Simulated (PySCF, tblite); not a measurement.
# C₄H₁₀Cl₂SSi₂: geometry, infrared bands and NMR shifts

Aim: predict the infrared bands and NMR shifts of C₄H₁₀Cl₂SSi₂ (`CC(=S)C[SiH2][Si@@H](Cl)CCl`).

Computed with tblite 0.8.0 and PySCF 2.14.0, with density-fitted response routines of our own, on a single molecule in the gas phase. Atoms are numbered from 0 throughout.

### Step 1. Starting geometry

19 atoms, charge 0, multiplicity 1; geometry from: force field or distance geometry start.

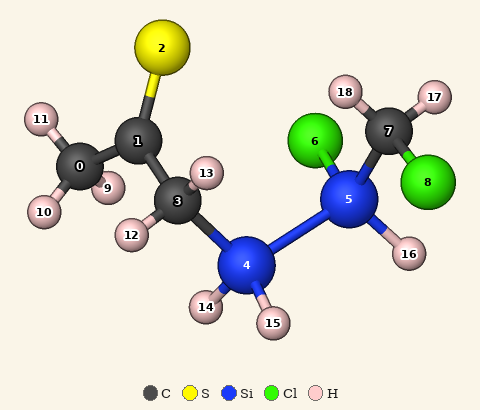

As it starts; carbon dark grey, sulfur yellow, silicon blue, chlorine green, hydrogen pink, atoms numbered.

### Step 2. Optimising the geometry with GFN2-xTB

Job settings and geometry (Å):

```
{"job": {"kind": "relax", "xc": "GFN2-xTB", "basis": "xTB"}, "charge": 0, "multiplicity": 1}
C     -2.845300    -0.195400    -0.473500
C     -1.741200    -0.143700     0.534400
S     -1.690400     1.052900     1.719400
C     -0.634800    -1.180600     0.460400
Si     0.548000    -1.054000    -0.954300
Si     1.738500     0.913800    -0.895300
Cl     0.517600     2.473800    -1.444800
C      2.422600     1.229700     0.790200
Cl     3.622400    -0.023500     1.206400
H     -2.519000     0.259900    -1.404200
H     -3.135600    -1.234600    -0.667000
H     -3.747300     0.337900    -0.123300
H     -1.132100    -2.165600     0.425400
H     -0.056100    -1.197700     1.401100
H     -0.222200    -1.141000    -2.230900
H      1.471100    -2.215300    -0.916000
H      2.822400     0.894800    -1.917600
H      2.924600     2.185500     0.843800
H      1.647200     1.212200     1.568400
```

Run with:

```bash
$ OMP_NUM_THREADS=1 python probes_run.py task.json out
```

One launch serves the whole session: the jobs run in the order shown.

**Question.** This job is followed by: GFN2-xTB harmonic vibrations, gas phase; GIAO PBE0/pcSseg-1 NMR shielding, non-relativistic, gas phase. What will the session give for the following? strongest single infrared mode (GFN2-xTB); zero-point energy (GFN2-xTB); ¹³C shifts against TMS (PBE0/pcSseg-1); ¹H shifts against TMS (PBE0/pcSseg-1, means over atoms taken as alike); ³³S shifts against CS2 (PBE0/pcSseg-1); ²⁹Si shifts against TMS (PBE0/pcSseg-1); ³⁵Cl shifts against HCl (PBE0/pcSseg-1); surface potential, least and greatest.

The runs gave:

| quantity | value |
| --- | --- |
| strongest single infrared mode (GFN2-xTB) | 2188 cm⁻¹, 284 km/mol |
| zero-point energy (GFN2-xTB) | 78.6 kcal/mol |
| ¹³C shifts against TMS (PBE0/pcSseg-1) | 274.3, 47.4, 43.1, 35.0 ppm |
| ¹H shifts against TMS (PBE0/pcSseg-1, means over atoms taken as alike) | 5.23, 4.42, 4.26, 4.20, 3.97, 3.36, 3.35, 3.09 ppm |
| ³³S shifts against CS2 (PBE0/pcSseg-1) | 904 ppm |
| ²⁹Si shifts against TMS (PBE0/pcSseg-1) | -12.6, -68.6 ppm |
| ³⁵Cl shifts against HCl (PBE0/pcSseg-1) | 9, -26 ppm |
| surface potential, least and greatest | -0.97 V and 1.34 V |

In words: The optimisation took 95 steps and gained 0.337 eV; among the close pairs (by a distance rule), C3–Si4 changed most, from 1.848 to 1.937 Å. All 51 modes are real, so the xTB geometry is a minimum. The strongest single mode, at 2188 cm⁻¹, moves mainly H14. Unscaled tight-binding wavenumbers are off by several per cent, some by more. Its intensities can rank the bands wrongly. The most deshielded carbon is C1 (thiocarbonyl carbon), at 274.3 ppm: the small n→π* gap of C=S deshields it strongly. At PBE0/pcSseg-1: The widest tensor belongs to S2: span 1932 ppm, with a paramagnetic part of -1459 ppm. By nearest atom (PBE0/pcSseg-1), the HOMO sits on S2 80 % and the LUMO on C1 40 %; S2 34 %.
